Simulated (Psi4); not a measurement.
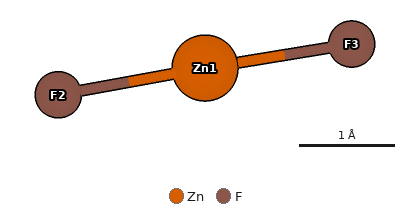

The input geometry (ball-and-stick view, seen at a tilt; atoms are numbered from 1 in the order of the input). Sticks mark near contacts.

# Single-point calculation of ZnF2

ZnF2, SMILES [F][Zn][F], set up with HF/def2-TZVPD, RHF (Psi4 1.11).

The geometry comes from this level: GFN1-xTB.

Input file (f2zn.inp)
```
memory 1600 mb

molecule {
  Zn    -0.009230    -0.005300    -0.000580
  F     -0.012290    -0.018300     1.657000
  F      0.021520     0.023590    -1.656420
  symmetry c1
}

set {
  basis def2-TZVPD
  reference rhf
  puream true
  scf_type cd
  cholesky_tolerance 1e-05
}

e_tot = energy("scf")
```

Launched with:
```bash
psi4 -n 1 f2zn.inp f2zn.out
```

Output
```
Psi4 1.11 release

   => Loading Basis Set <=

    Name: DEF2-TZVPD
    Role: ORBITAL
    Keyword: BASIS

         ---------------------------------------------------------
                                   SCF
                              RHF Reference
                        1 Threads,   1525 MiB Core
         ---------------------------------------------------------

  ==> Geometry <==

    Molecular point group: c1
    Full point group: Cs

    Geometry (in Angstrom), charge = 0, multiplicity = 1:

       Center              X                  Y                   Z               Mass
    ------------   -----------------  -----------------  -----------------  -----------------
         ZN           0.005950699668    -0.000324331476     0.000000000000    63.929142010000
         F            0.015078278836     1.657284339863    -0.000000000000    18.998403162730
         F           -0.035102231421    -1.656192972718    -0.000000000000    18.998403162730

  Running in c1 symmetry.

  Rotational constants: A =   2772.08712  B =      0.16160  C =      0.16159 [cm^-1]
  Rotational constants: A = 83105081.09285  B =   4844.65058  C =   4844.36817 [MHz]
  Nuclear repulsion =  185.387666656451188

  Charge       = 0
  Multiplicity = 1
  Electrons    = 48
  Nalpha       = 24
  Nbeta        = 24

  ==> Algorithm <==

  SCF Algorithm Type is CD.
  DIIS enabled.
  MOM disabled.
  Fractional occupation disabled.
  Guess Type is SAD.
  Energy threshold   = 1.00e-06
  Density threshold  = 1.00e-06
  Integral threshold = 1.00e-12

  ==> Primary Basis <==

  Basis Set: DEF2-TZVPD
    Blend: DEF2-TZVPD
    Number of shells: 45
    Number of basis functions: 131
    Number of Cartesian functions: 150
    Spherical Harmonics?: true
    Max angular momentum: 3

  ==> Integral Setup <==

RuntimeError:
Fatal Error: Not enough memory for CD.

Printing out the relevant lines from the Psithon --> Python processed input file:
    core.set_global_option("BASIS", "def2-TZVPD")
    core.set_global_option("REFERENCE", "rhf")
    core.set_global_option("PUREAM", "true")
    core.set_global_option("SCF_TYPE", "cd")
    core.set_global_option("CHOLESKY_TOLERANCE", 1e-05)
--> e_tot = energy("scf")

!----------------------------------------------------------------------------------!
!                                                                                  !
! Fatal Error: Not enough memory for CD.                                           !
!                                                                                  !
!----------------------------------------------------------------------------------!

    Psi4 run time: 0:00:15.45
```

What the run reported

| quantity | value |
| --- | --- |
| outcome | refused by the program |
| hardware | 1 thread of AMD EPYC (Zen 3), 64 GiB of memory available, shared host |

What went wrong

The program refused the input: “Fatal Error: Not enough memory for CD.”
